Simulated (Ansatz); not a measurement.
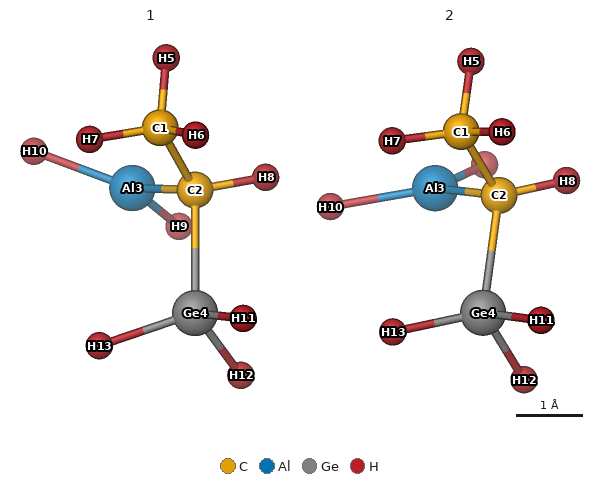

Two geometries of C₂H₉AlGe (coarse preliminary run), drawn at one scale. One is the start of a relaxation, the other its converged end. A ball-and-stick model, seen from a free direction.

These are results of Ansatz, RKS PBE-D4/def2-SVP, not measurements. Settings: force threshold 0.03 eV/Å; at most 200 steps.

Q: Which of the two is the end point?

A: Structure 1 is the relaxed one. The start comes from a force field. After 15 accepted moves (16 points after the start) the energy has fallen by 8.60 kcal/mol. The largest force component goes from 3 to 0.016 eV/Å. The line search rejected the trial step at point 9 of the run. The atom that moves furthest after the best rigid fit is H9 (0.95 Å). Largest moves by element: H 0.95 Å, Ge 0.18 Å, C 0.12 Å, Al 0.07 Å. Near-neighbour distances that change, for instance: Ge4–H13 1.443 → 1.558 Å, C2–Ge4 1.938 → 1.988 Å, C1–C2 1.500 → 1.541 Å, Ge4–H11 1.597 → 1.556 Å. Among the angles between lasting bonds that change: Ge4–C2–H8 112.7° → 103.0°, C1–C2–Al3 110.0° → 116.3°, H5–C1–H6 101.7° → 106.7°. Groups turn about C2–Al3 by about 40°. The run took 25 s on 4 threads of Arm Neoverse V2, with other jobs on the host.
